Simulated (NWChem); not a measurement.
# One shape, several levels: C2H7Ga (SMILES [CH3][GaH][CH3])

Aim: a comparison of 5 runs (HF/STO-3G, HF/3-21G, B3LYP/6-31G*, M06-2X/def2-SVP) of C2H7Ga. 

Program for the calculation: NWChem 7.3.0.

5 further runs of the same task are left out: 2 that didn't finish, 3 set aside as unsound or not needed. Runs told in other sessions of the task aren't counted.

## 1. The system as given

The species is C2H7Ga (10 atoms), meant as a singlet with charge 0. SMILES: `[CH3][GaH][CH3]`. The coordinates come from a PBE0-D4/def2-TZVP relaxation.

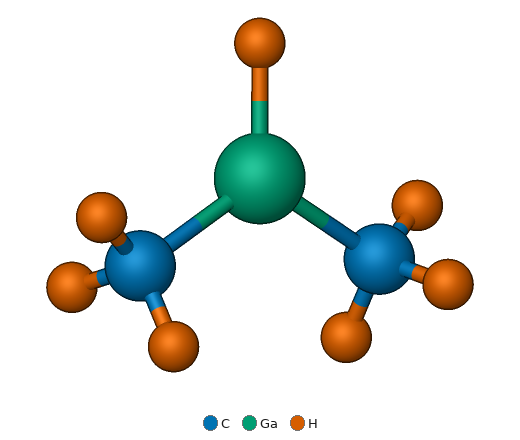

Viewed from a chosen angle; carbon blue, gallium teal, hydrogen orange.

## 2. Energy and gradient at HF/STO-3G (run 1)

The input, c2h7ga.xyz:

```xyz
10
C2H7Ga gradient
C     -1.063400     1.142800    -0.711800
Ga     0.649000     0.266100    -0.281300
C      0.681500    -1.321500     0.886900
H     -1.533700     0.614200    -1.548200
H     -0.935400     2.183800    -1.011500
H     -1.759700     1.095200     0.128600
H      1.997300     0.836500    -0.872600
H      0.687700    -0.994000     1.932300
H      1.569300    -1.935900     0.730500
H     -0.209600    -1.938300     0.750100
```

The input, c2h7ga.nw:

```
start c2h7ga
title "C2H7Ga gradient"
memory stack 880 mb heap 220 mb global 1100 mb
charge 0
geometry noautosym nocenter noautoz
   load c2h7ga.xyz
end
basis spherical bse
   C library STO-3G
   Ga library STO-3G
   H library STO-3G
end
scf
   thresh 1e-08
   maxiter 80
end
task scf gradient
```

On the command line:

```console
$ nwchem c2h7ga.nw > c2h7ga.out
```

The log of the run:

```text
[...]
  functions       =    35
[...]
  wavefunction    = RHF
[...]
         Total SCF energy =  -1979.758256178967
      One-electron energy =  -3139.505440474064
      Two-electron energy =    977.424013829089
 Nuclear repulsion energy =    182.323170466008
        Time for solution =     24.5s
[...]
                         RHF ENERGY GRADIENTS
    atom               coordinates                        gradient
                 x          y          z           x          y          z
   1 C      -2.009535   2.159579  -1.345107   -0.032238   0.020290  -0.007238
   2 Ga      1.226432   0.502856  -0.531580   -0.014895  -0.006307   0.006541
   3 C       1.287848  -2.497273   1.675998    0.002212  -0.032902   0.020305
   4 H      -2.898273   1.160670  -2.925674   -0.002997  -0.005948  -0.007300
   5 H      -1.767650   4.126784  -1.911458    0.003454   0.007409  -0.002947
   6 H      -3.325351   2.069628   0.243019   -0.004355  -0.002836   0.008061
   7 H       3.774350   1.580756  -1.648975    0.049884   0.021107  -0.021884
   8 H       1.299565  -1.878388   3.651518   -0.000231   0.004513   0.008762
   9 H       2.965547  -3.658321   1.380445    0.008085  -0.002625  -0.002157
  10 H      -0.396087  -3.662856   1.417483   -0.008918  -0.002702  -0.002143
[...]
```

Run time: 27 s. Hardware: 1 thread of AMD EPYC, shared host; peak memory 0.1 GiB.

## 3. Energy and gradient at HF/3-21G (run 2)

The input, struct.nw:

```
start struct
title "C2H7Ga gradient"
memory 2200 mb

geometry noautosym nocenter noautoz
   C       -1.063400       1.142800      -0.711800
   Ga       0.649000       0.266100      -0.281300
   C        0.681500      -1.321500       0.886900
   H       -1.533700       0.614200      -1.548200
   H       -0.935400       2.183800      -1.011500
   H       -1.759700       1.095200       0.128600
   H        1.997300       0.836500      -0.872600
   H        0.687700      -0.994000       1.932300
   H        1.569300      -1.935900       0.730500
   H       -0.209600      -1.938300       0.750100
end

basis spherical bse
   C library 3-21G
   Ga library 3-21G
   H library 3-21G
end

scf
   thresh 1e-08
   maxiter 80
   print low
end

task scf gradient
```

On the command line:

```console
$ nwchem struct.nw > struct.out
```

The log of the run:

```text
[...]
  functions       =    54
[...]
  wavefunction    = RHF
[...]
         Total SCF energy =  -1993.215689870635
      One-electron energy =  -3143.940672541066
      Two-electron energy =    968.401812204423
 Nuclear repulsion energy =    182.323170466008
        Time for solution =      5.5s
[...]
                         RHF ENERGY GRADIENTS
    atom               coordinates                        gradient
                 x          y          z           x          y          z
   1 C      -2.009535   2.159579  -1.345107    0.003485  -0.000106   0.001816
   2 Ga      1.226432   0.502856  -0.531580    0.000922   0.000383  -0.000389
   3 C       1.287848  -2.497273   1.675998    0.000269   0.001755  -0.003518
   4 H      -2.898273   1.160670  -2.925674   -0.000029  -0.003316  -0.002996
   5 H      -1.767650   4.126784  -1.911458    0.001709   0.004050  -0.001670
   6 H      -3.325351   2.069628   0.243019   -0.002289  -0.001430   0.004051
   7 H       3.774350   1.580756  -1.648975   -0.003832  -0.001623   0.001683
   8 H       1.299565  -1.878388   3.651518   -0.000083   0.003239   0.003049
   9 H       2.965547  -3.658321   1.380445    0.004383  -0.001524  -0.001028
  10 H      -0.396087  -3.662856   1.417483   -0.004536  -0.001428  -0.000997
[...]
```

Wall time 8.1 s (1 thread of AMD EPYC, shared host); peak memory 0.099 GiB.

Runs 3 to 4 aren't shown in full; the table further down has their settings and results.

## 4. Energy and forces at M06-2X/def2-SVP (run 5)

The input, c2h7ga.nw:

```
start c2h7ga
title "C2H7Ga"
memory 2200 mb
charge 0
geometry units bohr noautosym nocenter noautoz
  C  -2.00953476  2.15957902 -1.34510706
  Ga  1.22643225  0.50285612 -0.53157996
  C   1.28784835 -2.49727307  1.67599810
  H  -2.89827296  1.16066979 -2.92567399
  H  -1.76764982  4.12678391 -1.91145798
  H  -3.32535106  2.06962805  0.24301878
  H   3.77434999  1.58075590 -1.64897502
  H   1.29956466 -1.87838777  3.65151779
  H   2.96554721 -3.65832080  1.38044493
  H  -0.39608660 -3.66285615  1.41748357
end
basis spherical bse
  C library def2-SVP
  Ga library def2-SVP
  H library def2-SVP
end
dft
  xc m06-2x
  grid fine
  convergence energy 1e-08
  iterations 100
  mulliken
  print medium
end
task dft gradient
```

On the command line:

```console
$ nwchem c2h7ga.nw > c2h7ga.out
```

The log of the run:

```text
[...]
          Wavefunction type:  closed shell.
          No. of atoms     :    10
          No. of electrons :    50
[...]
          Charge           :     0
          Spin multiplicity:     1
[...]
          AO basis - number of functions:    95
[...]
              XC Information
              --------------
                       M06-2X Method XC Functional
                     Hartree-Fock (Exact) Exchange  0.540
                        M06-2X Exchange Functional  1.000
                      M06-2X Correlation Potential  1.000
[...]
 d= 0,ls=0.0,diis     1  -2004.8785369041 -2.19D+03  5.39D-03  2.11D-01     7.0
[...]
 d= 0,ls=0.0,diis     8  -2004.9059986018 -1.89D-09  6.26D-07  7.66D-09    47.0
         Total DFT energy =    -2004.905998601767
      One electron energy =    -3154.317766811313
           Coulomb energy =     1055.610439965158
    Exchange-Corr. energy =      -88.521829140389
 Nuclear repulsion energy =      182.323157384777
[...]
  wavefunction    = closed shell
                         DFT ENERGY GRADIENTS
    atom               coordinates                        gradient
                 x          y          z           x          y          z
   1 C      -2.009535   2.159579  -1.345107   -0.001268   0.000352  -0.000477
   2 Ga      1.226432   0.502856  -0.531580   -0.001190  -0.000506   0.000520
   3 C       1.287848  -2.497273   1.675998   -0.000093  -0.000885   0.001067
   4 H      -2.898273   1.160670  -2.925674    0.002279   0.002008   0.003612
   5 H      -1.767650   4.126784  -1.911458   -0.000065  -0.004771   0.001439
   6 H      -3.325351   2.069628   0.243019    0.003424   0.000069  -0.003435
   7 H       3.774350   1.580756  -1.648975   -0.003009  -0.001274   0.001322
   8 H       1.299565  -1.878388   3.651518   -0.000091  -0.001067  -0.004611
   9 H       2.965547  -3.658321   1.380445   -0.003826   0.003091   0.000329
  10 H      -0.396087  -3.662856   1.417484    0.003839   0.002983   0.000234
[...]
```

It took 63 s on 1 thread of AMD EPYC, shared host; peak memory 0.13 GiB.

## 5. All runs side by side

```tsv
run	level	iteration cap	module	energy (Eh)	dipole moment (D)	HOMO energy (eV)	LUMO energy (eV)	wall time
1	HF/STO-3G	80	scf	-1979.758256	0.07	-6.78	5.20	27 s
2	HF/3-21G	80	scf	-1993.215690	–	–	–	8.1 s
3	B3LYP/6-31G* (spherical functions)	100	dft	-2005.041117	0.71	-7.23	-1.13	79 s
4	B3LYP/6-31G* (Cartesian functions)	100	dft	-2005.047717	0.70	-7.23	-1.12	77 s
5	M06-2X/def2-SVP	100	dft	-2004.905999	0.65	-8.76	-0.39	63 s
```

## 6. What came out

| quantity | value |
| --- | --- |
| run 5: total energy | -2004.90600 Eh |
| run 5: dipole moment | 0.65 D |
| run 5: HOMO energy | -8.76 eV |
| run 5: LUMO energy | -0.39 eV |
| run 5: HOMO–LUMO gap | 8.37 eV |
| run 5: largest force on an atom | 0.256 eV/Å |

What this shows: Over runs 1, 3, 4, 5 the dipole moment (its size) runs from 0.07 D (HF/STO-3G) to 0.71 D (B3LYP/6-31G*). The two ends differ in method and basis. Over runs 1, 3, 4, 5 the HOMO–LUMO gap runs from 6.10 eV (B3LYP/6-31G*) to 11.98 eV (HF/STO-3G). Totals of different functionals can't be ranked against each other. In run 1 the basis is minimal, so the values are rough. All runs together took 4.2 min, the longest 79 s.
